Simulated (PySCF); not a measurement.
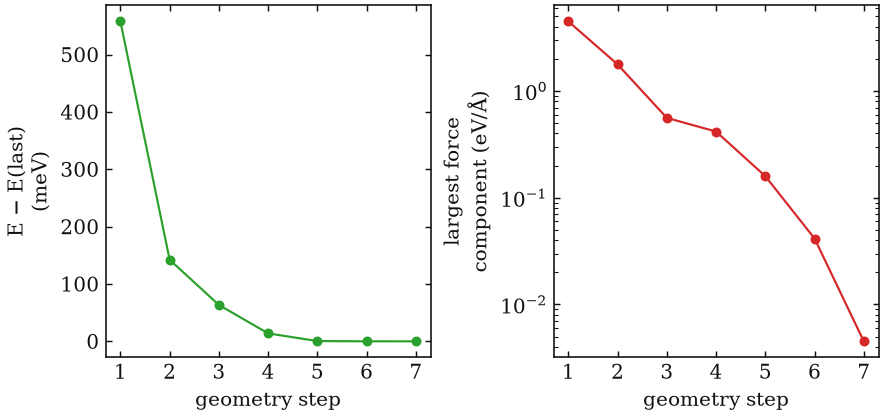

History of a geometry optimisation. The start has point group C2v, which is kept. A held symmetry can leave a saddle point.

- system: RuOF2 molecule
- method: RKS-based B3LYP, Ru def2-SVP with ECP28, O def2-SVP, F def2-SVP; non-relativistic Hamiltonian with scalar-relativistic core potentials; density fitting in PySCF 2.14.0

Question: How did the optimisation end?

Answer: The optimisation met its thresholds at geometry 7, counting the start as the first. The energy fell by about 560 meV from the first step to the last. The largest force component goes from about 4.5 eV/Å at the start to 5 × 10⁻³ eV/Å at the end.
